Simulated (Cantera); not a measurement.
A closed system holds: 1 mol Al, 9.2 mol HCl, 20 mol N2, held at 0.435 Torr.

Equilibrium computed with Cantera from the NASA thermochemical tables; the gas is ideal and each condensed phase is pure. Candidate condensed phases: Al, AlCl3, AlN, NH4Cl; 20 gas species. The tables' values for AlCl2 are old estimates; treat these amounts as uncertain. Kinetics and transport are ignored.

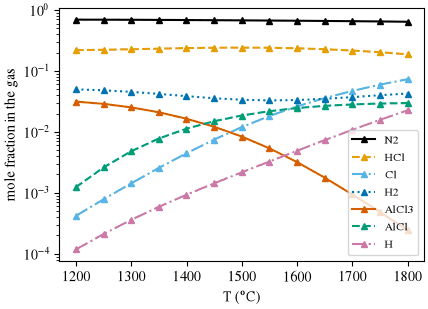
Figure: Equilibrium gas composition (values under 1e-9 drawn at 1e-9)

**Question.** Read off the mole fractions at 1550 °C.

**Answer.** N2 about 0.67, HCl about 0.24, H2 about 0.033, AlCl about 0.022, Cl about 0.018, AlCl3 about 0.0054, H about 0.0033.
